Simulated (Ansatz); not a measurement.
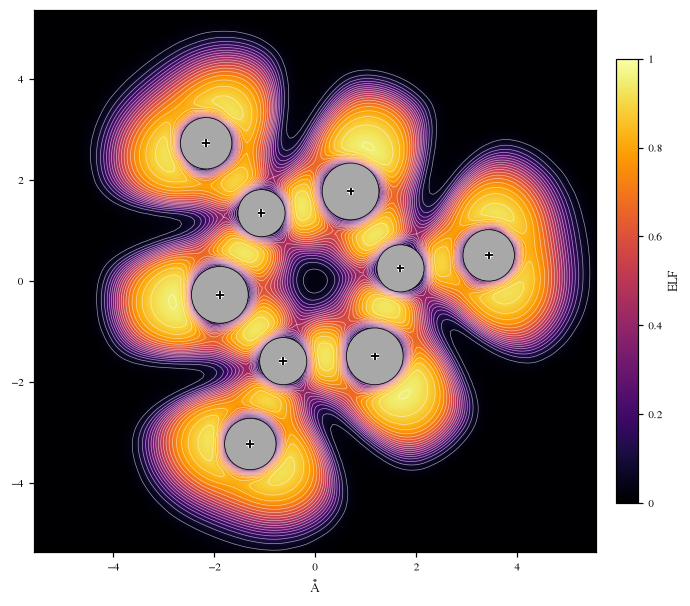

The ELF on a plane through atoms (crosses mark nuclei in the plane; grey discs cover the cores).

All numbers below come from Ansatz 0.2.0, RKS PBE0-D4/def2-TZVP.

Candidates:
A. B3Cl3S3
B. AlH5S
C. C5H15NSn

Question: Which system is this?

Answer: Candidate A: B3Cl3S3 on the molecular plane, which holds B, Cl and S. B–Cl (1.77 Å): the ELF peaks at about 0.90 between the atoms; a polar covalent bond. B–S (1.82 Å): the ELF peaks at about 0.95 between the atoms, as expected for localised, covalent bonding.
